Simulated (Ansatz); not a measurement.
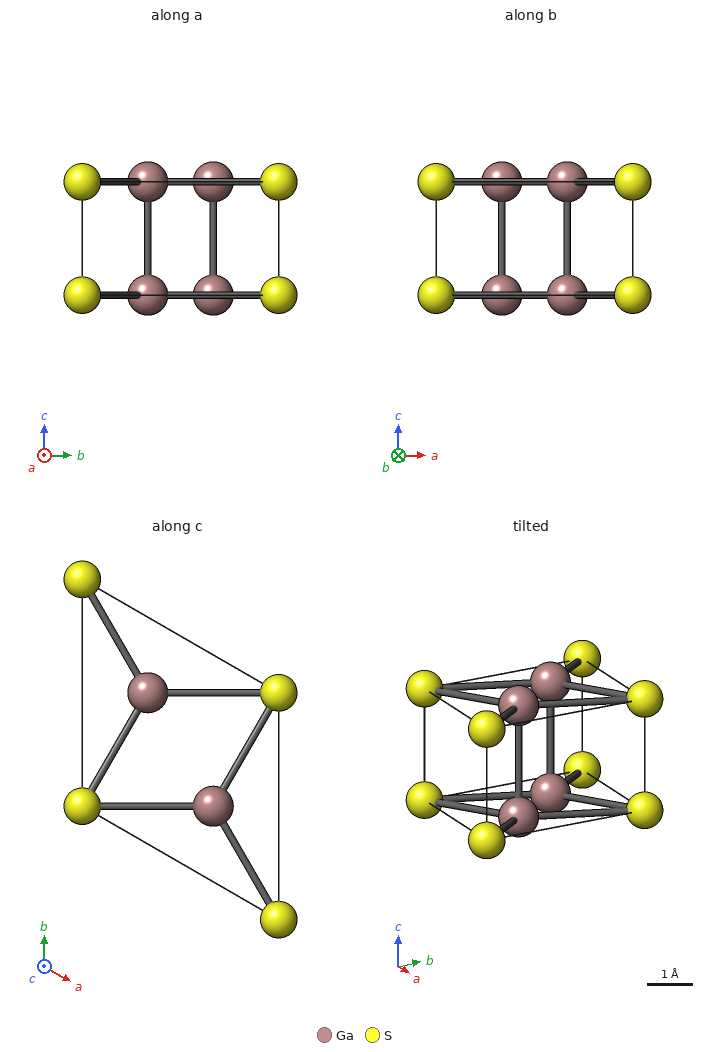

The figure gives a ball-and-stick picture of the atoms, viewed along the a axis, along the b axis, along the c axis and slightly off an axis. One conventional unit cell is framed, with atoms on its boundary repeated.

Lattice parameters: a = 5.057 Å, b = 5.057 Å, c = 2.526 Å, α = 90.00°, β = 90.00°, γ = 120.00°. Put a along x and b in the xy plane.

> Put the structure into a POSCAR file.

```
Ga S
1.0
     5.057    0.000    0.000
    -2.528    4.379    0.000
     0.000    0.000    2.526
Ga S
2 1
Direct
  0.3333 0.6667 0.0000
  0.6667 0.3333 0.0000
  0.0000 0.0000 0.0000
```

The cell started as a random cell made by a generator, so it need not be a real form of the compound. Earlier steps of the study may have refined or changed the cell and positions. It went into a calculation with Ansatz.
